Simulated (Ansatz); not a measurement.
# SnSiH3F3 (SMILES [F][Sn]([F])([F])[SiH3]) at revPBE/def2-SVP (core potential)

Aim: the electronic atomisation energy of SnSiH3F3 at revPBE/def2-SVP (core potential), from 5 runs. 

The results are computed with Ansatz 0.2.0.

35 further runs of the same task are left out: 35 set aside as unsound or not needed. Runs told in other sessions of the task aren't counted.

## (1) The structure to begin with

The species is SnSiH3F3 (8 atoms), meant as a singlet with charge 0. As SMILES, `[F][Sn]([F])([F])[SiH3]`. The coordinates come from a PBE0-D4/def2-TZVP relaxation.

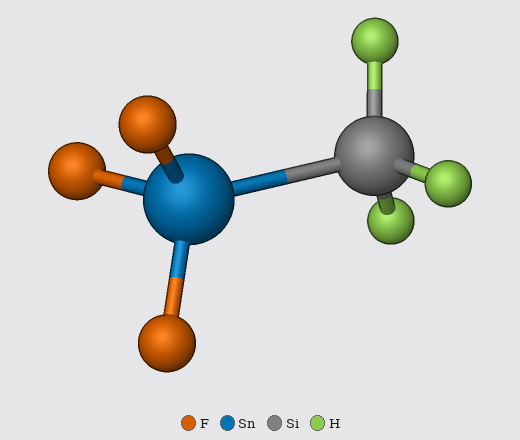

The structure, seen from a chosen angle (fluorine orange, tin blue, silicon grey, hydrogen green).

## (2) A single-point energy at revPBE/def2-SVP (core potential)

molecule.yaml

```yaml
basis:
  gaussian:
    orbitals: def2-SVP
crystal:
  periodic: [false, false, false]
  atoms:
    - {symbol: F, position_ang: [0.165300, -2.193800, 1.388300]}
    - {symbol: Sn, position_ang: [0.794500, -0.774800, 0.288000]}
    - {symbol: F, position_ang: [2.267700, -0.076200, 1.269200]}
    - {symbol: F, position_ang: [1.622500, -1.679600, -1.166800]}
    - {symbol: Si, position_ang: [-0.973200, 0.954100, -0.377000]}
    - {symbol: H, position_ang: [-1.479100, 1.542100, 0.882900]}
    - {symbol: H, position_ang: [-0.282200, 1.951000, -1.224200]}
    - {symbol: H, position_ang: [-2.023600, 0.220100, -1.116300]}
output: {orbitals: {seedname: orbitals}}
hamiltonian:
  xc: {name: revPBE}
magnetization:
  spin_polarized: false
accuracy: high
```

Launch:

```
ansatz run molecule.yaml --threads 1 --pin off --max-ram 2610MiB --events-out events.jsonl --progress --plain --runs-dir runs
```

The log of the run:

```text
Warning: RAYON_NUM_THREADS=1 ignored (pool sized by the plan → 1); use --threads N
Functional definition: revPBE
  name "revPBE"
  parameter kappa = 1.245
  parameter beta = 0.06672455060314922
  exchange = pbe_x(kappa = kappa, mu = beta*pi^2/3)
  correlation = pbe_c(beta = beta)
2198 factors; integrals over basis functions are off by at most 5.1e-9 eV
mean field evaluation 1: about -21891.8256 eV, gradient 6.2e1 eV
mean field evaluation 2: about -21848.6672 eV, gradient 1.7e2 eV
mean field evaluation 4: about -21898.2474 eV, gradient 6.0e0 eV
mean field evaluation 8: about -21898.3656 eV, gradient 1.0e-1 eV
mean field evaluation 16: about -21898.3656 eV, gradient 2.7e-5 eV
mean field -21898.36558874 eV, -804.7500921409 hartree, gradient 2.7e-8 eV, S^2 0.000000; 0 other end points of the search recorded, 0 dependent functions left out
reference -21898.36559435 eV, -804.7500923471 hartree; 33, 33 occupied and 68, 68 virtual orbitals, 2198 factors
Total energy: -21898.36559435 eV, -804.7500923471 hartree
```

Wall time 9.3 s (1 thread of Arm Neoverse V2, shared host); peak memory 0.27 GiB.

## (3) The F atom, same level

input.yaml

```yaml
crystal:
  periodic: [false, false, false]
  atoms:
    - {symbol: F, position_ang: [0.000000, 0.000000, 0.000000]}
basis:
  gaussian: {orbitals: def2-SVP}
hamiltonian: {xc: {name: revPBE}}
accuracy: high
magnetization: {spin_polarized: true, initial_magnetization: 1}
```

Run the same way, it converges to -99.60573 Eh (log not shown).

## (4) The H atom, same level

run.yaml

```yaml
crystal:
  periodic: [false, false, false]
  atoms:
    - {symbol: H, position_ang: [0.000000, 0.000000, 0.000000]}
basis:
  gaussian:
    orbitals: def2-SVP
magnetization:
  spin_polarized: true
  initial_magnetization: 1
hamiltonian:
  xc: {name: revPBE}
accuracy: high
```

Run the same way, it converges to -0.50319 Eh (log not shown).

## (5) The Si atom, same level

molecule.yaml

```yaml
crystal:
  periodic: [false, false, false]
  atoms:
    - {symbol: Si, position_ang: [0.000000, 0.000000, 0.000000]}
basis:
  gaussian:
    orbitals: def2-SVP
magnetization:
  spin_polarized: true
  initial_magnetization: 2
hamiltonian:
  xc: {name: revPBE}
accuracy: high
```

Launch:

```
ansatz run molecule.yaml --threads 1 --pin off --max-ram 2610MiB --events-out events.jsonl --progress --plain --runs-dir runs
```

The log of the run (excerpt; [...] marks lines left out):

```text
Warning: RAYON_NUM_THREADS=1 ignored (pool sized by the plan → 1); use --threads N
[... 6 set-up lines as earlier in the session ...]
134 factors; integrals over basis functions are off by at most 2.5e-9 eV
mean field evaluation 1: about -7869.9320 eV, gradient 2.2e0 eV
mean field evaluation 2: about -7869.9905 eV, gradient 7.6e-1 eV
mean field evaluation 4: about -7869.9941 eV, gradient 2.1e-1 eV
mean field evaluation 8: about -7869.9945 eV, gradient 1.8e-4 eV
mean field evaluation 16: about -7869.8854 eV, gradient 2.9e0 eV
mean field evaluation 32: about -7869.9956 eV, gradient 1.6e-1 eV
mean field -7869.99452101 eV, -289.2169641733 hartree, gradient 1.2e-8 eV, S^2 2.003101; 2 other end points of the search recorded, 0 dependent functions left out
reference -7869.99452324 eV, -289.2169642552 hartree; 8, 6 occupied and 10, 12 virtual orbitals, 134 factors
Total energy: -7869.99452324 eV, -289.2169642552 hartree
```

Wall time 1 s (1 thread of Arm Neoverse V2, shared host).

## (6) The Sn atom

in.yaml

```yaml
crystal:
  periodic: [false, false, false]
  atoms:
    - symbol: Sn
      position_ang: [0.000000, 0.000000, 0.000000]
basis:
  gaussian: {orbitals: def2-SVP}
magnetization: {spin_polarized: true, initial_magnetization: 2}
hamiltonian: {xc: {name: revPBE}}
accuracy: high
```

Run the same way, it converges to -214.29797 Eh (log not shown).

## (7) What came out

At revPBE/def2-SVP (core potential):

```
                     quantity          value
       molecule: total energy  -804.75009 Eh
        molecule: HOMO energy       -7.97 eV
        molecule: LUMO energy       -2.54 eV
      molecule: HOMO–LUMO gap        5.43 eV
         F atom: total energy   -99.60573 Eh
                 F atom: ⟨S²⟩          0.751
         H atom: total energy    -0.50319 Eh
                 H atom: ⟨S²⟩          0.750
        Si atom: total energy  -289.21696 Eh
                Si atom: ⟨S²⟩          2.003
        Sn atom: total energy  -214.29797 Eh
                Sn atom: ⟨S²⟩          2.002
electronic atomisation energy      24.718 eV
```

In words: Taking the molecule apart into free atoms costs 24.72 eV (570 kcal/mol), before zero-point energy and without spin-orbit coupling.
